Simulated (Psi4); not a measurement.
# One shape, several levels: doublet [O2]−

Aim: a comparison of 5 runs (UHF/3-21G, UHF/aug-cc-pVTZ, U-wB97X-V/aug-cc-pVTZ, UDSD-PBEP86/aug-cc-pVTZ, UMP2/aug-cc-pVTZ) of doublet [O2]−. 

The results are computed with Psi4 1.11.

### Step 1. The structure to begin with

The species is [O2]− (2 atoms), meant as a doublet with charge -1. SMILES of the parent species: `O=O`. The shape is that of a PBE0-D4/def2-TZVP optimisation. That shape belongs to the parent species and isn't relaxed for this state.

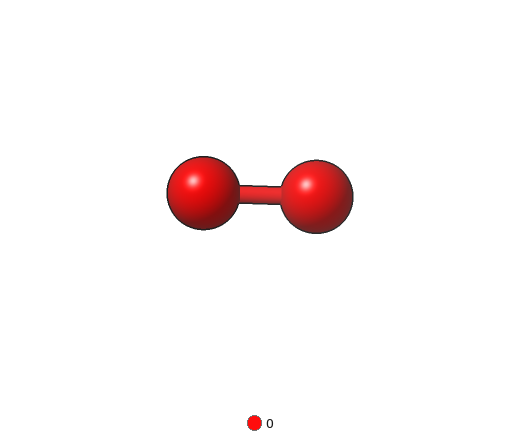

The structure, seen from a chosen angle (oxygen red).

### Step 2. A single-point energy at UHF/3-21G (run 1)

File job.in:

```
memory 2200 MB

molecule m {
  -1 2
  O      0.509550    -0.164850     0.262450
  O     -0.509550     0.164850    -0.262450
  units angstrom
  symmetry c1
  no_reorient
  no_com
}

set {
  reference uhf
  puream true
  e_convergence 1e-09
  d_convergence 1e-08
  scf_type pk
  maxiter 100
}

energy('scf/3-21G')
print_variables()
```

Launch:

```sh
psi4 job.in job.out -n 1
```

job.out:

```text
[...]
  Running in c1 symmetry.
[...]
  Nuclear repulsion =   28.392993060744768
[...]
  Multiplicity = 2
[...]
  Nalpha       = 9
  Nbeta        = 8
[...]
    Number of basis functions: 18
[...]
   @UHF iter   1:  -148.65048276247637   -5.24446e-01   1.46894e-02 ADIIS/DIIS
[...]
   @UHF iter   9:  -148.67814606348477   -8.24230e-13   8.99434e-09 DIIS
[...]
   @S^2 Observed:                7.561348165E-01
[...]
  @UHF Final Energy:  -148.67814606348477
   => Energetics <=
    Nuclear Repulsion Energy =             28.3929930607447680
    One-Electron Energy =                -268.7971411821096126
    Two-Electron Energy =                  91.7260020578800805
    Total Energy =                       -148.6781460634847463
  UHF NO Occupations:
  HONO-2 :    7  A 1.9993900
  HONO-1 :    8  A 1.9976623
[...]
 Multipole Moments:
 ------------------------------------------------------------------------------------
     Multipole            Electronic (a.u.)      Nuclear  (a.u.)        Total (a.u.)
 ------------------------------------------------------------------------------------
 L = 1.  Multiply by 2.5417464519 to convert [e a0] to [Debye]
 Dipole X            :          0.0000000            0.0000000            0.0000000
 Dipole Y            :         -0.0000000            0.0000000           -0.0000000
 Dipole Z            :          0.0000000            0.0000000            0.0000000
 Magnitude           :                                                    0.0000000
[...]
```

Run time: 5.7 s. Hardware: 1 thread of Intel Xeon at 2.50GHz (Skylake/Cascade Lake), shared host; peak memory 0.18 GiB.

### Step 3. A single-point energy at UHF/aug-cc-pVTZ (run 2)

File o2.xyz:

```xyz
2
O2
O      0.509550    -0.164850     0.262450
O     -0.509550     0.164850    -0.262450
```

File run.py:

```python
import numpy as np
from ase.calculators.psi4 import Psi4
from ase.io import read

atoms = read('o2.xyz')
calc = Psi4(atoms=atoms, method='scf', basis='aug-cc-pVTZ', memory='2200MB', num_threads=1, charge=-1, multiplicity=2, label='psi4-calc', reference='uhf')
calc.psi4.set_options({'puream': True, 'e_convergence': 1e-09, 'd_convergence': 1e-08, 'scf_type': 'pk', 'maxiter': 100})
atoms.calc = calc

print(f'energy: {atoms.get_potential_energy():.6f} eV')
```

Launch:

```sh
python run.py
```

psi4-calc.dat:

```text
[...]
  Running in c1 symmetry.
[...]
  Nuclear repulsion =   28.392993060744768
[...]
  Multiplicity = 2
[...]
  Nalpha       = 9
  Nbeta        = 8
[...]
    Number of basis functions: 92
[...]
   @UHF iter   1:  -149.57193791271118   -6.39228e-01   3.95883e-03 ADIIS/DIIS
[...]
   @UHF iter  12:  -149.63634105070398   -2.47269e-12   1.99079e-09 DIIS
[...]
   @S^2 Observed:                7.786213912E-01
[...]
  @UHF Final Energy:  -149.63634105070398
   => Energetics <=
    Nuclear Repulsion Energy =             28.3929930607447680
    One-Electron Energy =                -268.6943723982438428
    Two-Electron Energy =                  90.6650382867950952
    Total Energy =                       -149.6363410507039760
  UHF NO Occupations:
  HONO-2 :    7  A 1.9986782
  HONO-1 :    8  A 1.9892323
[...]
 Multipole Moments:
 ------------------------------------------------------------------------------------
     Multipole            Electronic (a.u.)      Nuclear  (a.u.)        Total (a.u.)
 ------------------------------------------------------------------------------------
 L = 1.  Multiply by 2.5417464519 to convert [e a0] to [Debye]
 Dipole X            :          0.0000000            0.0000000            0.0000000
 Dipole Y            :         -0.0000000            0.0000000           -0.0000000
 Dipole Z            :          0.0000000            0.0000000            0.0000000
 Magnitude           :                                                    0.0000000
[...]
```

Standard output:

```text
energy: -4071.812240 eV
```

Run time: 7.5 s. Hardware: 1 thread of Intel Xeon at 2.50GHz (Skylake/Cascade Lake), shared host; peak memory 0.37 GiB.

Runs 3 to 4 aren't shown in full; the table further down has their settings and results.

### Step 4. The energy at UMP2/aug-cc-pVTZ (run 5)

o2.xyz is that of step 3.

File o2_ase.py:

```python
import numpy as np
from ase.calculators.psi4 import Psi4
from ase.io import read

mol = read('o2.xyz')
calc = Psi4(atoms=mol, method='mp2', basis='aug-cc-pVTZ', memory='2200MB', num_threads=1, charge=-1, multiplicity=2, label='o2', reference='uhf')
calc.psi4.set_options({'puream': True, 'e_convergence': 1e-09, 'd_convergence': 1e-08, 'scf_type': 'pk', 'num_frozen_docc': 2, 'mp2_type': 'conv', 'maxiter': 100})
mol.calc = calc

print(f'energy: {mol.get_potential_energy():.6f} eV')
```

Launch:

```sh
python o2_ase.py
```

o2.dat:

```text
[...]
  Running in c1 symmetry.
[...]
  Nuclear repulsion =   28.392993060744768
[...]
  Multiplicity = 2
[...]
  Nalpha       = 9
  Nbeta        = 8
[...]
    Number of basis functions: 92
[...]
   @UHF iter   1:  -149.57193791271118   -6.39228e-01   3.95883e-03 DIIS/ADIIS
[...]
   @UHF iter  12:  -149.63634105070398   -2.47269e-12   1.99079e-09 DIIS
[...]
   @S^2 Observed:                7.786213912E-01
[...]
  @UHF Final Energy:  -149.63634105070398
   => Energetics <=
    Nuclear Repulsion Energy =             28.3929930607447680
    One-Electron Energy =                -268.6943723982438428
    Two-Electron Energy =                  90.6650382867950952
    Total Energy =                       -149.6363410507039760
  UHF NO Occupations:
  HONO-2 :    7  A 1.9986782
  HONO-1 :    8  A 1.9892323
[...]
 Multipole Moments:
 ------------------------------------------------------------------------------------
     Multipole            Electronic (a.u.)      Nuclear  (a.u.)        Total (a.u.)
 ------------------------------------------------------------------------------------
 L = 1.  Multiply by 2.5417464519 to convert [e a0] to [Debye]
 Dipole X            :          0.0000000            0.0000000            0.0000000
 Dipole Y            :         -0.0000000            0.0000000           -0.0000000
 Dipole Z            :          0.0000000            0.0000000            0.0000000
 Magnitude           :                                                    0.0000000
[...]
	SCS-MP2 Total Energy (a.u.)        :  -150.09139332160547
	SOS-MP2 Total Energy (a.u.)        :  -150.04952406007106
	SCSN-MP2 Total Energy (a.u.)       :  -149.85741075160547
[...]
	SOS-PI-MP2 Total Energy (a.u.)     :  -150.11838789496557
[...]
	MP2 Total Energy (a.u.)            :  -150.10626800977968
[...]
```

The script printed:

```text
energy: -4084.599603 eV
```

It took 15 s on 1 thread of Intel Xeon at 2.50GHz (Skylake/Cascade Lake), shared host; peak memory 0.5 GiB.

### Step 5. Overview of the runs

| run | level | integration grid | frozen core orbitals | energy (Eh) | HOMO energy (eV) | LUMO energy (eV) | ⟨S²⟩ | wall time |
| --- | --- | --- | --- | --- | --- | --- | --- | --- |
| 1 | UHF/3-21G | – | 0 | -148.678146 | 1.29 | 15.73 | 0.756 | 5.7 s |
| 2 | UHF/aug-cc-pVTZ | – | 0 | -149.636341 | -0.83 | 7.14 | 0.779 | 7.5 s |
| 3 | U-wB97X-V/aug-cc-pVTZ | 99 radial × 590 angular | 0 | -150.324844 | 0.53 | 7.07 | 0.755 | 44 s |
| 4 | UDSD-PBEP86/aug-cc-pVTZ (density fitting for correlation) | 99 radial × 590 angular | 2 | -150.161684 | 0.55 | 6.71 | 0.767 | 18 s |
| 5 | UMP2/aug-cc-pVTZ | – | 2 | -150.106268 | -0.83 | 7.14 | 0.779 | 15 s |

### Step 6. Outcome

| quantity | value |
| --- | --- |
| run 5: total energy | -150.10627 Eh |
| run 5: HOMO energy (Hartree–Fock orbitals) (highest over α and β) | -0.83 eV |
| run 5: LUMO energy (Hartree–Fock orbitals) (lowest over α and β) | 7.14 eV |
| run 5: correlation energy (2 core orbitals frozen) | -469.9 mEh |
| run 5: ⟨S²⟩ of the reference determinant | 0.779 |

**Reading.** Totals of different functionals can't be ranked against each other. In runs 1, 3, 4 the HOMO lies above zero, so the outermost electron may be held by the basis alone. All runs together took 89 s, the longest 44 s.
